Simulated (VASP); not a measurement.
Band structure of LuAs (space group R3m). Computed with PBE GGA, VASP's PBE PAW potentials (set 64) (plane waves; VASP).

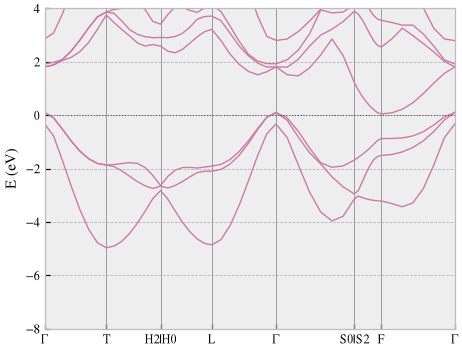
Figure. Bands along high-symmetry lines, zero at the valence-band maximum or, without a gap, the Fermi level

Question: Read the plot: is there a gap, and where are the band edges?

Answer: It has no gap at this level: it comes out as a metal or semimetal.

The structure was generated: LuAs was put into an ordered model structure, which need not be its known phase. The cell was not relaxed at this level.
